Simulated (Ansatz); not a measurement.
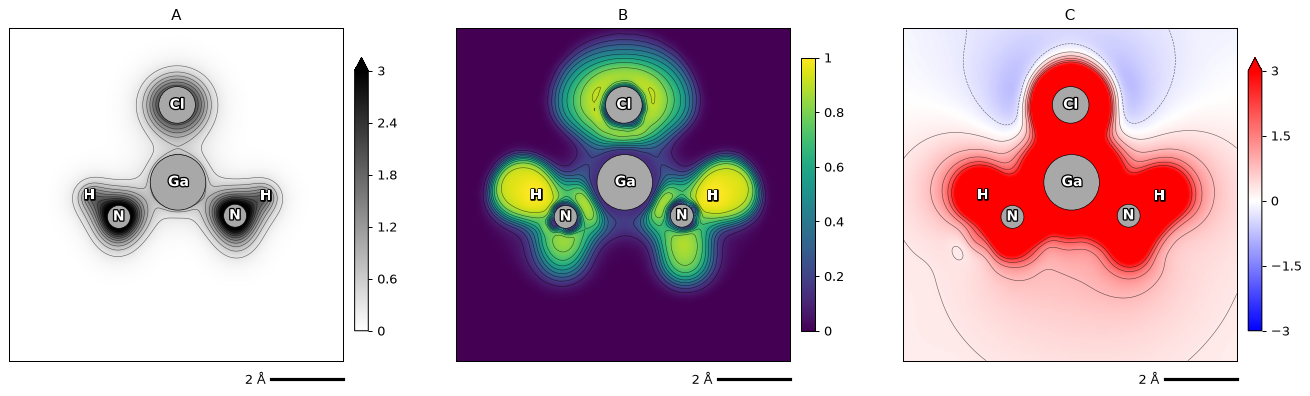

ClGaH4N2···H2O: 3 fields on the plane of atoms N2, Ga1 and N6, with unlabelled colour scales. Grey discs cover the atomic cores.

Not at a stationary point (largest force 1.0 eV/Å).

Computed with RKS PBE-D4/def2-SVP (Ansatz).

The calculation's input:

```
crystal:
  periodic: [false, false, false]
  atoms:
    - { symbol: Ga, position_ang: [0.0, 0.0, 0.0] }
    - { symbol: "N", position_ang: [0.0, 0.0, 2.28] }
    - { symbol: H, position_ang: [-0.877, -0.2713, 2.81] }
    - { symbol: H, position_ang: [0.877, 0.2713, 2.81] }
    - { symbol: Cl, position_ang: [1.9398, 0.0, -1.12] }
    - { symbol: "N", position_ang: [-1.6714, 0.0, -0.965] }
    - { symbol: H, position_ang: [-2.3403, -0.8164, -0.8664] }
    - { symbol: H, position_ang: [-1.9204, 0.8164, -1.5936] }
    - { symbol: O, position_ang: [0.4396, -1.9341, 0.659] }
    - { symbol: H, position_ang: [-0.1933, -2.5903, 0.2244] }
    - { symbol: H, position_ang: [0.2823, -1.2421, 1.8185] }
basis:
  gaussian: { orbitals: def2-SVP }
hamiltonian:
  xc: pbe
  dispersion: d4
relax:
  f_tol: 0.15
  max_steps: 25
  restrain:
    - { distance: [0, 8], at: 2.99, k: 30.0 }
    - { distance: [10, 1], at: 2.26, k: 30.0 }
    - { distance: [0, 1], at: 1.93, k: 30.0 }
    - { distance: [10, 8], at: 1.01, k: 30.0 }
output:
  orbitals: {}
```

Run with:

```sh
ansatz run input.yaml --threads 4 --pin off --max-ram 5120MiB --backend cpu --events-out ev --progress --plain --runs-dir out
```

The fields are those of the run's last geometry, not of the input's.

The panels show electron density, electron localisation function and electrostatic potential in some order. Assign them.

Panel A: electron density. Panel B: electron localisation function. Panel C: electrostatic potential (strongly positive close to the atoms, with negative regions outside electron-rich atoms). From the grid: Ga–N (1.84 Å): ρ at the midpoint is about 0.89 e/Å³; the ELF peaks at about 0.85 in the valence shell of N, 0.6 Å from its nucleus, and is about 0.35 at the midpoint. Ga–Cl (2.16 Å): ρ is about 0.66 e/Å³ halfway; the ELF peaks at about 0.80 in the valence shell of Cl, 0.8 Å from its nucleus, and is about 0.55 at the midpoint.
